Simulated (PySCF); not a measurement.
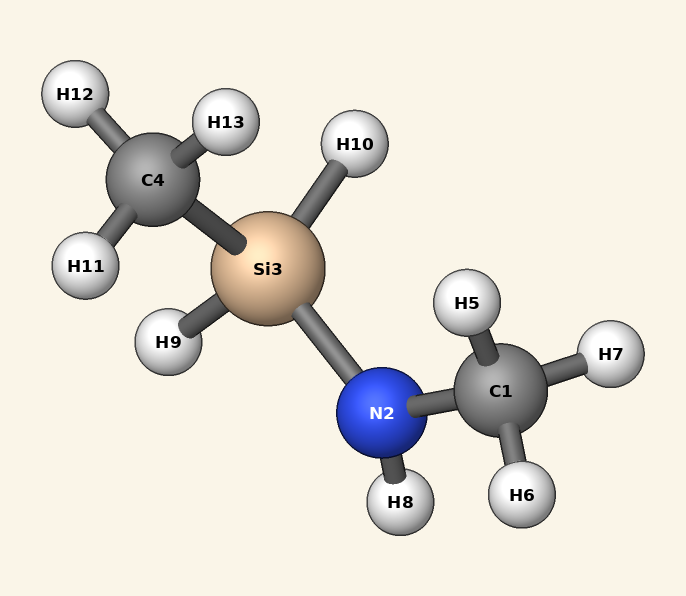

The computed structure is the end point of a PBE0-D3(BJ)/def2-SVP optimisation. No frequency run is at hand to confirm it as a minimum. Properties computed with GIAO B97-D/pcSseg-2 NMR shielding, non-relativistic, gas phase (PySCF 2.14.0). Principal shieldings σ11 ≤ σ22 ≤ σ33, span Ω = σ33 − σ11, skew κ = 3(σiso − σ22)/Ω.

Give the shielding tensors of the N atoms.

```
atom    σ11    σ22    σ33   σiso     Ω     κ
  N2  209.8  232.0  269.0  236.9  59.2  0.25
```

Shieldings and span in ppm.
